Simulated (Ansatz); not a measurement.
# Calculations on BNH$_{5}$F

### Relaxation

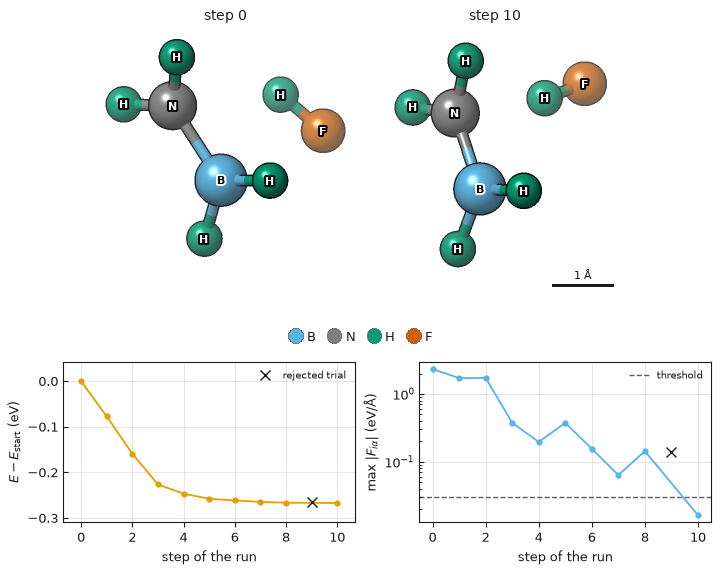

First and last geometry of a relaxation of BNH5F, with the history of the run. Style: ball-and-stick. Shown at a tilt.

The run prepares an end point of a later path (reaction) calculation, from a guessed geometry.

Level of theory: RKS PBE0/def2-TZVP in Ansatz.

The input:
```yaml
crystal:
  periodic: [false, false, false]
  atoms:
    - { symbol: B, position_ang: [0.023961, -0.169886, 0.259387] }
    - { symbol: "N", position_ang: [0.035605, -0.270577, 1.72989] }
    - { symbol: H, position_ang: [-0.781607, -0.533418, 2.254192] }
    - { symbol: H, position_ang: [0.891316, -0.308824, 2.258547] }
    - { symbol: H, position_ang: [1.068034, -0.052299, -0.302364] }
    - { symbol: H, position_ang: [-1.017086, -0.314172, -0.302644] }
    - { symbol: F, position_ang: [-0.30962, 2.330092, 0.440816] }
    - { symbol: H, position_ang: [-0.256103, 1.917485, 1.265875] }
basis:
  gaussian: { orbitals: def2-TZVP }
hamiltonian:
  xc: pbe0
relax:
  f_tol: 0.03
  max_steps: 50
```

Launched with:
```bash
ansatz run input.yaml --threads 4 --pin off --max-ram 5120MiB --backend cpu --events-out ev --progress --plain --runs-dir out
```

Q: Read the history and describe the run.

A: It converged. The largest move after the best rigid fit is that of F7, 0.88 Å. Largest moves by element: F 0.88 Å, H 0.42 Å, B 0.30 Å, N 0.27 Å. Some distances before and after: B1–N2 1.474 → 1.399 Å, F7–H8 0.924 → 0.936 Å. After 9 accepted moves (10 points after the start) the energy has fallen by 0.267 eV. The largest force component goes from 2.3 to 0.016 eV/Å. The line search rejected the trial step at point 9 of the run. The run took 14 s on 4 threads of Intel(R) Xeon(R) Platinum 8259CL CPU @ 2.50GHz (Skylake/Cascade Lake), with other jobs on the host, peak memory 0.21 GiB.

Limits of the set-up: the start holds two separate molecules, 2.3 Å apart at their closest, whose relative position is a soft coordinate and is computed without a dispersion correction.

### Relaxation

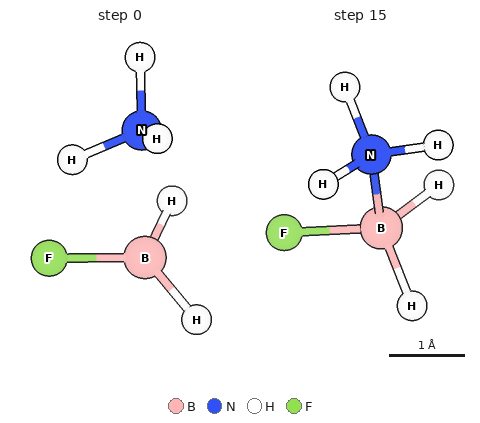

The structure of BNH₅F before (left) and after (right) a relaxation, at one scale.

Style: ball-and-stick. Shown from a free direction.

The run prepares an end point of a later path (reaction) calculation, from a guessed geometry.

Method: Ansatz, RKS PBE0/def2-TZVP. Set-up: no spin polarisation; force threshold 0.03 eV/Å; at most 50 steps.

Q: What changed between the two?

A: An H atom moves most after the best rigid fit: 1.05 Å. Largest moves by element: H 1.05 Å, B 0.61 Å, N 0.50 Å, F 0.48 Å. Some distances before and after: B–N 2.738 → 1.656 Å, B–F 1.327 → 1.396 Å, B–H 1.196 → 1.217 Å, H–N 1.033 → 1.016 Å. New bonds form, among them: B–N (2.74 → 1.66 Å). Bond angles that change, for instance: H–B–H 124.2° → 114.8°, H–B–F 117.7° → 114.2°. After 13 accepted moves (15 points after the start) the energy has fallen by 20.5 kcal/mol. The largest force component goes from 0.84 to 0.016 eV/Å. The line search rejected the trial steps at points 5, 10 of the run. The forces were under the threshold at step 13, but the run went on from there.

### Path

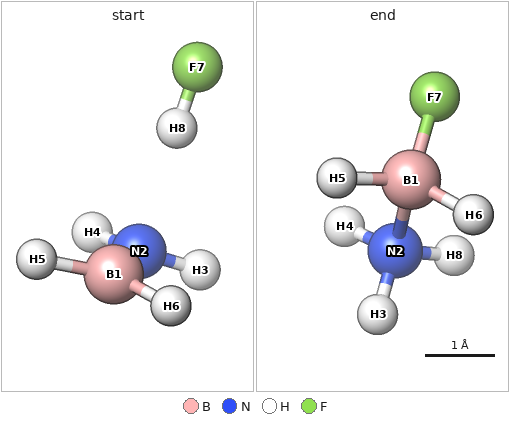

The two relaxed end points of a path for BNH₅F. Style: ball-and-stick. Shown from a free direction.

All numbers below come from RKS PBE0/def2-TZVP (Ansatz).

Run with 9 movable images; climbing image; force threshold 0.05 eV/Å; iteration limit 60.

Start:
```xyz
8

B     0.0611   -0.4599    0.1833
N     0.0112   -0.0903    1.5318
H    -0.8261   -0.1849    2.0858
H     0.8435    0.0355    2.0870
H     1.1185   -0.4586   -0.3714
H    -0.9596   -0.7315   -0.3736
F    -0.3584    2.7078    1.2252
H    -0.2356    1.7803    1.2357
```

End:
```xyz
8

B     0.0439    0.3624    0.1100
N    -0.1361    0.2373    1.7512
H    -0.3629   -0.7150    2.0195
H     0.7231    0.5126    2.2187
H     0.9609   -0.3924   -0.1554
H    -1.0380    0.0279   -0.3351
F     0.3439    1.7134   -0.0737
H    -0.8804    0.8521    2.0685
```

What barrier does the band find between them, and by what path?

Answer. The highest point, image 4, lies 13.4 kcal/mol above the start and 32.0 kcal/mol above the end; the end is at −18.6 kcal/mol relative to the start. Breaking: F7–H8 (0.94 → 1.08 at the top → 2.61 Å). Forming: B1–F7 (3.36 → 1.80 at the top → 1.40 Å), N2–H8 (1.91 → 1.39 at the top → 1.02 Å). The band converged in 11 iterations, with a climbing image at the top. At the top, the vibrational analysis gives one imaginary mode (724i cm⁻¹), as a transition state must have.

Energies of the converged images:

| image | path (Å) | E (kcal/mol) |
| --- | --- | --- |
| 0 | 0.00 | 0.0 |
| 1 | 0.44 | 0.4 |
| 2 | 0.89 | 1.7 |
| 3 | 1.33 | 6.1 |
| 4 | 1.78 | 13.4 |
| 5 | 2.15 | -0.6 |
| 6 | 2.53 | -14.4 |
| 7 | 2.91 | -17.1 |
| 8 | 3.29 | -17.7 |
| 9 | 3.67 | -18.3 |
| 10 | 4.05 | -18.6 |

The geometry at the top of the path:

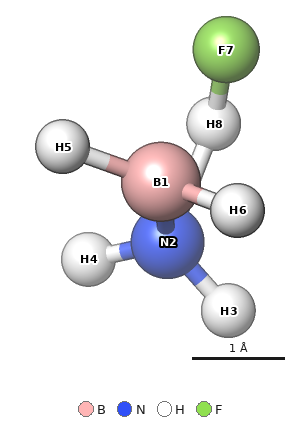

The run took 2.1 min on 4 threads of Intel(R) Xeon(R) Platinum 8259CL CPU @ 2.50GHz (Skylake/Cascade Lake) (shared host), peak memory 0.24 GiB.
